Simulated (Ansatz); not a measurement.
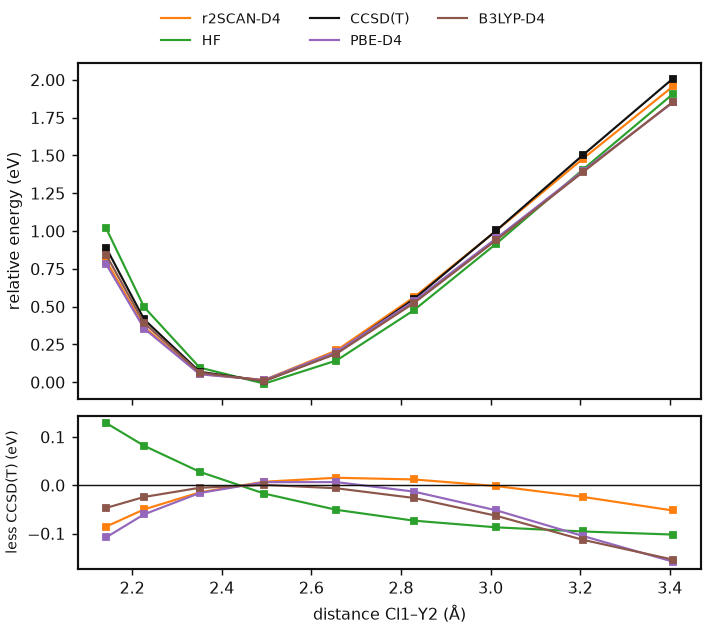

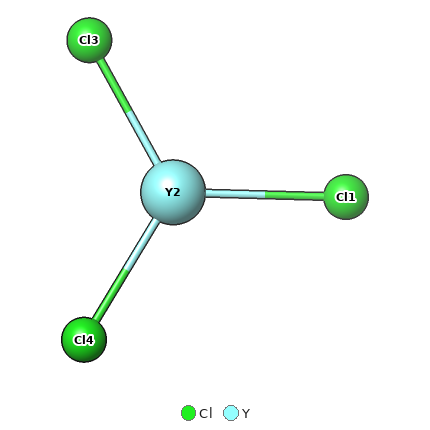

Relaxed scan of the stretch Cl1–Y2 in YCl₃, SMILES [Cl][Y]([Cl])[Cl], singlet. The Ansatz code 0.2.0, def2-TZVPP, cores frozen in correlated methods. A stretch is scanned from the minimum (PBE0-D4/def2-TZVP); energies less that of the minimum at the same level. The other coordinates were relaxed with PBE0-D4, and all methods use those geometries. Straight lines join the computed points.

> Order the curves at 2.14 Å, where they differ most.

PBE-D4 0.782, r2SCAN-D4 0.805, B3LYP-D4 0.843, CCSD(T) 0.890, HF 1.019 eV, from lowest to highest.

> Which curve follows CCSD(T) best, and which worst?

Best r2SCAN-D4, worst PBE-D4; largest departures: r2SCAN-D4 0.086, HF 0.129, B3LYP-D4 0.154, PBE-D4 0.158 eV. CCSD(T) is in the same finite basis, not at its limit.

Known limits of this run: core potentials past krypton.
